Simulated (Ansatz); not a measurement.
A series of calculations on BH5SO

**1. Relaxation**

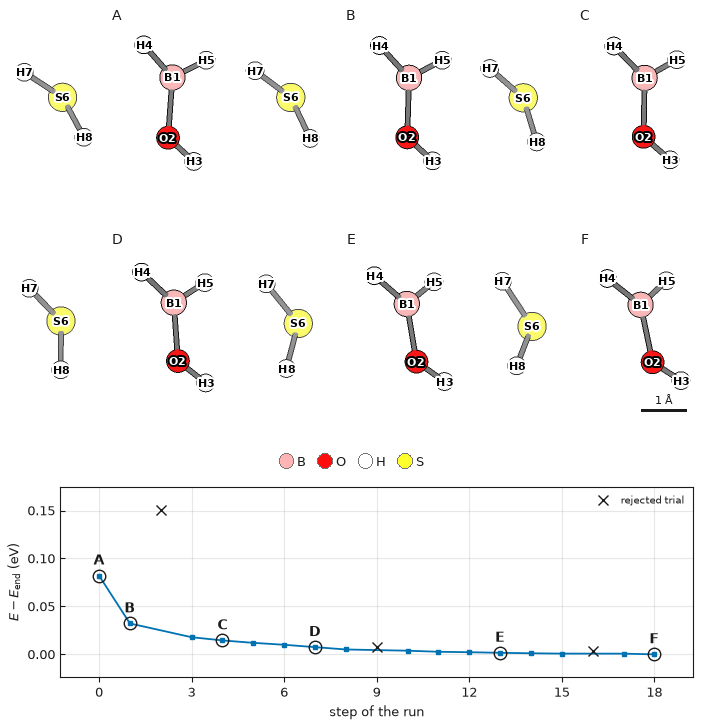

Frames of a relaxation of BH₅SO, marked on the history of the run. Style: ball-and-stick. Shown at a tilt.

The run prepares an end point of a later path (reaction) calculation, from a guessed geometry.

Computed with RKS PBE0/def2-mTZVP in Ansatz. (no spin polarisation; force threshold 0.03 eV/Å; at most 50 steps)

Q: Describe the path.

A: Over 15 accepted moves (18 points after the start) the energy falls by 0.082 eV. The largest force component goes from 0.81 to 0.029 eV/Å. The line search rejected the trial steps at points 2, 9, 16 of the run. The atom that moves furthest after the best rigid fit is H8 (0.80 Å). Largest moves by element: H 0.80 Å, O 0.38 Å, S 0.13 Å, B 0.08 Å. Among the contacts that change: S6–H8 1.380 → 1.351 Å, B1–O2 1.384 → 1.356 Å. From step 0 to 1: H8 moves most (0.19 Å), energy −0.050 eV. From step 1 to 4: H8 moves most (0.19 Å), energy −0.018 eV. From step 4 to 7: H atoms move most (0.20 Å), energy −0.007 eV. From step 7 to 13: H8 moves most (0.20 Å), energy −0.006 eV. From step 13 to 18: H8 moves most (0.14 Å), energy −0.002 eV.

```tsv
step	E − E(0), eV	largest force component, eV/Å	note
0	0.0000	0.8128	
1	-0.0499	0.5487	
2	0.0685	1.8641	rejected
3	-0.0643	0.0901	
4	-0.0676	0.0720	
5	-0.0702	0.1206	
6	-0.0722	0.1383	
7	-0.0746	0.2524	
8	-0.0771	0.1466	
9	-0.0748	0.2577	rejected
10	-0.0784	0.0701	
11	-0.0795	0.0706	
12	-0.0799	0.0711	
13	-0.0806	0.0989	
14	-0.0811	0.0832	
15	-0.0814	0.1057	
16	-0.0789	0.2286	rejected
17	-0.0815	0.1052	
18	-0.0822	0.0287
```

Limits of the set-up: the start holds two separate molecules, 2.2 Å apart at their closest, whose relative position is a soft coordinate and is computed without a dispersion correction.

**2. Relaxation**

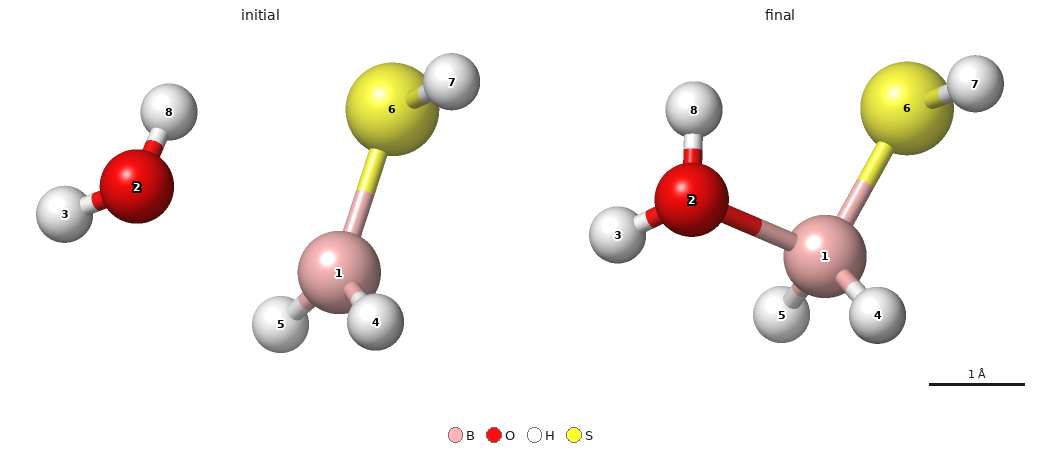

The structure of BH5SO before (left) and after (right) a relaxation, at one scale.

The picture is a ball-and-stick view, seen at a tilt.

The run prepares an end point of a later path (reaction) calculation, from a guessed geometry.

The calculation used Ansatz 0.2.0, RKS PBE0/def2-mTZVP.

Input file:
```yaml
crystal:
  periodic: [false, false, false]
  atoms:
    - { symbol: B, position_ang: [0.067319, 0.597885, -0.177686] }
    - { symbol: O, position_ang: [-0.162172, -0.367727, 2.228361] }
    - { symbol: H, position_ang: [-1.004712, -0.837674, 2.266927] }
    - { symbol: H, position_ang: [1.121918, 0.080586, -0.328265] }
    - { symbol: H, position_ang: [-0.963172, 0.137398, -0.539848] }
    - { symbol: S, position_ang: [-0.031153, 2.337924, 0.454393] }
    - { symbol: H, position_ang: [1.273769, 2.500579, 0.778712] }
    - { symbol: H, position_ang: [-0.409497, 0.579329, 2.338105] }
basis:
  gaussian: { orbitals: def2-mTZVP }
hamiltonian:
  xc: pbe0
relax:
  f_tol: 0.03
  max_steps: 50
output:
  orbitals: {}
```

Run as
```bash
ansatz run input.yaml --threads 2 --pin off --max-ram 3072MiB --backend cpu --events-out ev --progress --plain --runs-dir out
```

What changed between the two?

After 9 accepted moves (10 points after the start) the energy has fallen by 6.52 kcal/mol. The largest force component goes from 0.93 to 0.027 eV/Å. The line search rejected the trial step at point 1 of the run. O2 moves most after the best rigid fit: 0.45 Å. Largest moves by element: O 0.45 Å, B 0.44 Å, H 0.43 Å, S 0.06 Å. Near-neighbour distances that change, for instance: B1–O2 2.603 → 1.716 Å, B1–S6 1.854 → 1.874 Å, B1–H5 1.185 → 1.201 Å, O2–H8 0.985 → 0.974 Å. New bonds form, among them: B1–O2 (2.60 → 1.72 Å). Among the angles between lasting bonds that change: H4–B1–H5 124.4° → 117.8°, H5–B1–S6 115.0° → 111.0°, H4–B1–S6 120.0° → 116.2°. The run took 15 s on 2 threads of Arm Neoverse V2 (shared host), peak memory 0.14 GiB.

Limits of the set-up: the start holds two separate molecules, 2.6 Å apart at their closest, whose relative position is a soft coordinate and is computed without a dispersion correction.

**3. Path**

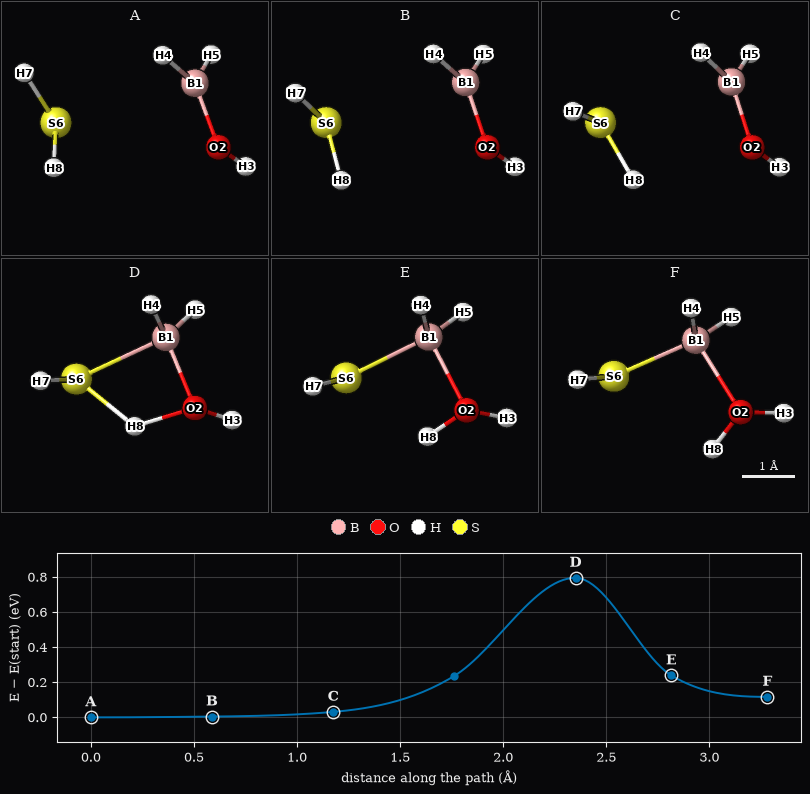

A search for the minimum-energy path of BH₅SO, made up at the start of BH3O and H2S by the nudged elastic band. Images are numbered from 0 (start) to 6 (end). Frames A to F are images 0, 1, 2, 4, 5, 6. A ball-and-stick model, seen face on.

Method: RKS PBE0/def2-mTZVP in Ansatz 0.2.0. Set-up: 5 movable images; climbing image; force threshold 0.05 eV/Å; iteration limit 60; starting path through a guess of the saddle point.

### Read off the barrier and say what moves.

The energy climbs by 0.79 eV to image 4 and then falls by 0.68 eV, so the end point sits at +0.12 eV. Breaking: S6–H8 (1.35 → 1.56 at the top → 2.51 Å). Forming: B1–S6 (3.06 → 2.07 at the top → 1.87 Å), O2–H8 (3.26 → 1.35 at the top → 0.97 Å). The band converged in 16 iterations. The largest component of the band force went from 31 to 0.026 eV/Å. The climbing image converged on the top of the path. Its vibrational analysis gives one imaginary mode (1209i cm⁻¹), as a transition state must have.

Limits of the set-up: the start holds two separate molecules, 3.0 Å apart at their closest, whose relative position is a soft coordinate and is computed without a dispersion correction.
